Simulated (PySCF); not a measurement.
## Excited-state calculation, with input and output: C2H2F4

- system: C2H2F4 (1,1,1,2-tetrafluoroethane), SMILES FCC(F)(F)F
- method: TDDFT B3LYP/def2-SVPD, vertical, IEF-PCM benzene (non-equilibrium linear response), core orbitals frozen in the response (PySCF 2.14.0)

The geometry comes from this level: PBE0-D3(BJ)/def2-SVP. It belongs to a series of runs on one base structure; here: solvent benzene.

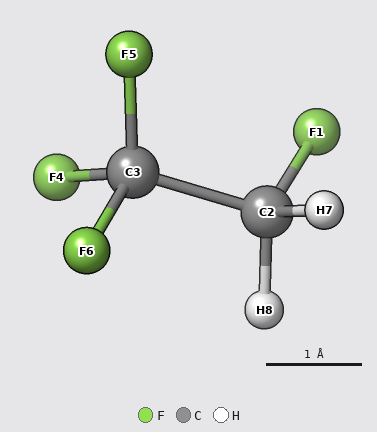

The structure as given in the input (ball-and-stick view, seen at a tilt; atoms are numbered from 1 in the order of the input).

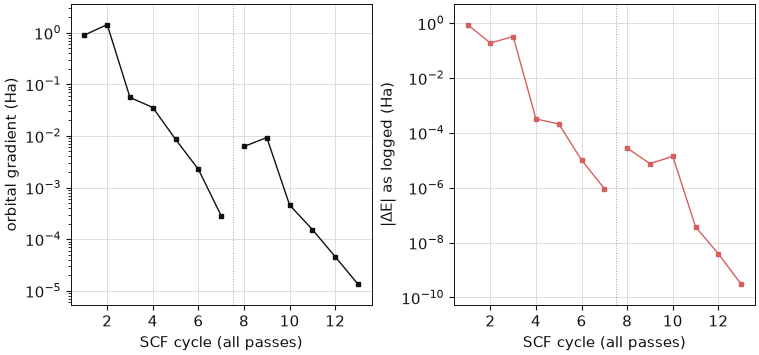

Convergence of the self-consistent field: orbital gradient and size of the energy change against the SCF cycle. The dotted line marks the change from a coarse to the final integration grid. The first 7 cycles use a coarse grid, the final grid takes over at cycle 8, and the field converges after 13 cycles in all.

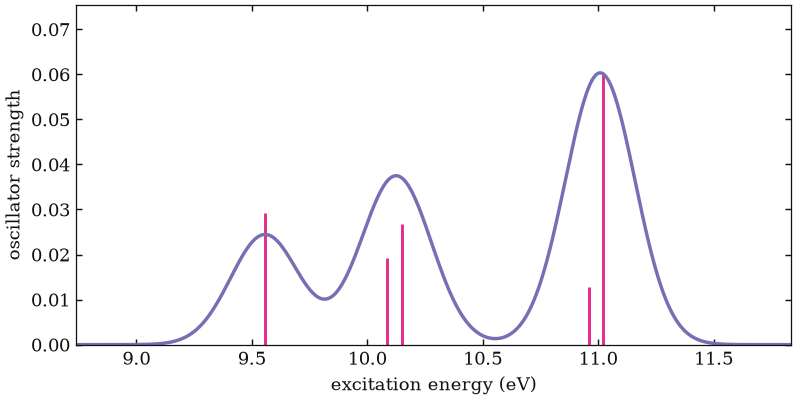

Computed excitations as sticks (degenerate states added up, dark ones marked on the axis), with a Gaussian envelope of 0.35 eV full width at half maximum, scaled to the tallest. Of the 6 states the lowest lies at 9.56 eV (f = 0.015); the strongest line is at 11.02 eV, or 113 nm (f = 0.060).

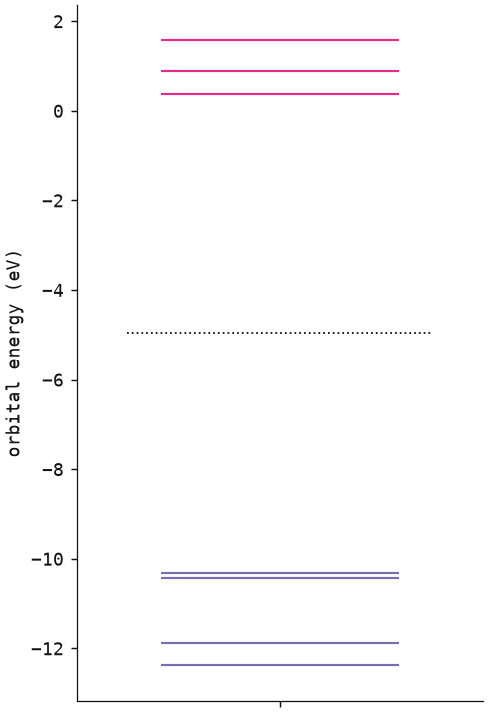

Orbital energies near the frontier; the dotted line parts filled from empty levels, and levels within 0.02 eV of each other stand side by side. Highest filled −10.33 eV, lowest empty 0.38 eV, 10.71 eV apart.

The input and output of the run follow.

Input:
```
{"job": {"kind": "uv", "xc": "B3LYP", "basis": "def2-SVPD", "solvent": "benzene", "nstates": 6, "ntriplets": 0}, "charge": 0, "multiplicity": 1}
F     -0.684935    -1.087689     1.217603
C     -0.350204     0.118875     0.695036
C      0.326545    -0.068033    -0.645747
F     -0.481111    -0.653494    -1.525903
F      1.426194    -0.809756    -0.540191
F      0.673412     1.128514    -1.127904
H      0.347478     0.646855     1.364481
H     -1.251465     0.734793     0.545327
```

The first line tells a small driver script what to run in PySCF; the rest is the geometry in Å.

Launch command:
```bash
OMP_NUM_THREADS=1 python <driver script> task.json out
```

Output:
```
coarse grid: 7760 points
cycle   1  E = -476.2637384406  dE =  8.817e-01  |g| = 8.971e-01  |ddm| = 3.270e+00
cycle   2  E = -476.0752965554  dE =  1.884e-01  |g| = 1.432e+00  |ddm| = 1.643e+00
cycle   3  E = -476.3992087653  dE = -3.239e-01  |g| = 5.554e-02  |ddm| = 9.875e-01
cycle   4  E = -476.3995299568  dE = -3.212e-04  |g| = 3.550e-02  |ddm| = 7.322e-02
cycle   5  E = -476.3997393762  dE = -2.094e-04  |g| = 8.559e-03  |ddm| = 3.113e-02
cycle   6  E = -476.3997495461  dE = -1.017e-05  |g| = 2.252e-03  |ddm| = 6.530e-03
cycle   7  E = -476.3997504716  dE = -9.254e-07  |g| = 2.836e-04  |ddm| = 2.104e-03
final grid: 79576 points
cycle   8  E = -476.4600530470  dE = -2.796e-05  |g| = 6.246e-03  |ddm| = 4.458e-02
cycle   9  E = -476.4600455577  dE =  7.489e-06  |g| = 9.289e-03  |ddm| = 1.068e-02
cycle  10  E = -476.4600595380  dE = -1.398e-05  |g| = 4.588e-04  |ddm| = 6.099e-03
cycle  11  E = -476.4600595753  dE = -3.734e-08  |g| = 1.534e-04  |ddm| = 5.511e-04
cycle  12  E = -476.4600595792  dE = -3.892e-09  |g| = 4.582e-05  |ddm| = 1.285e-04
cycle  13  E = -476.4600595795  dE = -3.020e-10  |g| = 1.340e-05  |ddm| = 4.294e-05
converged SCF energy = -476.4600595795

Static polarisability (au): isotropic 33.012, principal 32.208 32.996 33.834

Singlet excitations
state   eV       nm        f      main configurations
  1   9.5555    129.8   0.01541   H->L 0.69, H-1->L 0.19, H->L+1 0.08
  2   9.5578    129.7   0.01382   H-1->L 0.67, H->L 0.19, H-1->L+1 0.10
  3  10.0867    122.9   0.01914   H->L+1 0.86, H->L 0.11
  4  10.1525    122.1   0.02680   H-1->L+1 0.82, H-1->L 0.12
  5  10.9583    113.1   0.01273   H->L+2 0.93
  6  11.0190    112.5   0.06033   H->L+3 0.69, H-1->L+2 0.24
```

Key numbers:

```json
{"quantity": "outcome", "value": "converged"}
{"quantity": "total energy", "value": "−476.460060 hartree"}
{"quantity": "HOMO", "value": "−10.33 eV"}
{"quantity": "LUMO", "value": "0.38 eV"}
{"quantity": "dipole moment", "value": "2.26 D"}
{"quantity": "mean polarisability", "value": "33.01 a.u."}
{"quantity": "lowest excitation", "value": "9.56 eV"}
{"quantity": "hardware", "value": "1 CPU thread, shared host"}
{"quantity": "wall time", "value": "28 s"}
{"quantity": "peak memory", "value": "0.67 GiB"}
```
